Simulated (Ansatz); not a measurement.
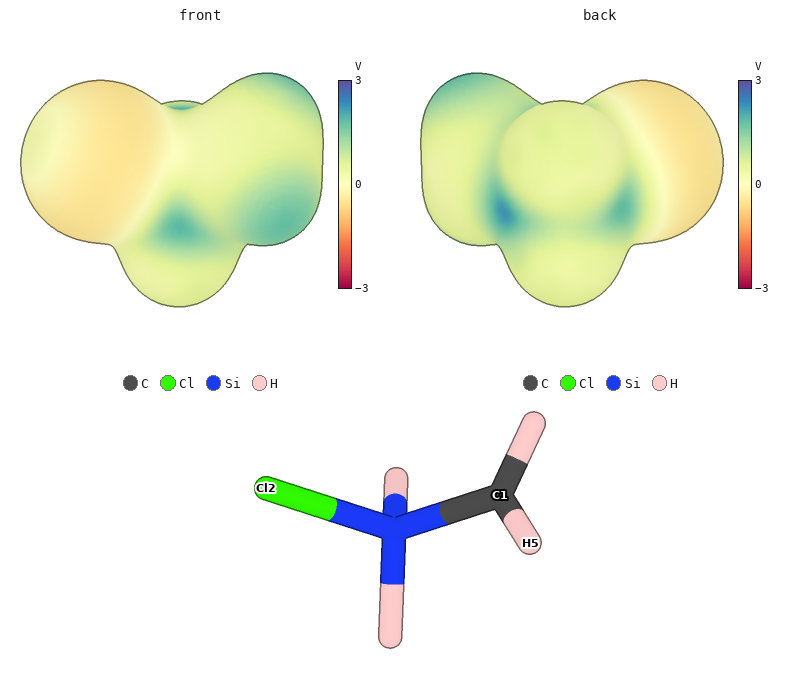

Figure 1: CH₄ClSi (SMILES [CH2][SiH2]Cl) (doublet). The electrostatic potential painted on the density surface at 0.004 e/bohr³, seen from the front and from behind; red is negative and blue positive. The bare structure is drawn below in the same view.

Geometry: B3LYP-D3(BJ)/def2-SVP.

These are results of isolated molecule in a Gaussian basis; Kohn-Sham density functional theory, functional PBE0 (Ansatz 0.2.0), not measurements.

Input file:

```
basis:
  gaussian: {orbitals: def2-TZVPD}
crystal:
  periodic: [false, false, false]
  atoms:
    - {symbol: C, position_ang: [-1.022644, 1.473002, -0.966804]}
    - {symbol: Cl, position_ang: [-2.318459, 0.464234, 1.812684]}
    - {symbol: Si, position_ang: [-2.071552, 0.139888, -0.241100]}
    - {symbol: H, position_ang: [-1.441406, 2.421878, -1.320198]}
    - {symbol: H, position_ang: [0.071143, 1.412123, -0.989494]}
    - {symbol: H, position_ang: [-3.425905, 0.143006, -0.853455]}
    - {symbol: H, position_ang: [-1.422745, -1.187497, -0.403117]}
output: {forces: true, orbitals: {seedname: orbitals}}
hamiltonian: {xc: pbe0}
magnetization: {spin_polarized: true, initial_magnetization: 1}
```

Launched as:

```sh
ansatz run input.yaml --threads 1 --pin off --max-ram 2610MiB --events-out events.jsonl --progress --plain --runs-dir runs
```

Q: Where is the surface potential most negative and most positive?

A: The most negative region (about −0.5 V) lies over Cl2, the most positive (about +2.0 V) over Si3. Cl2 shows a σ-hole: about +0.2 V at the tip opposite its bond, against about −0.5 V on its flanks.

Q: How polar is the molecule by this calculation?

A: Its dipole moment is 1.88 D.
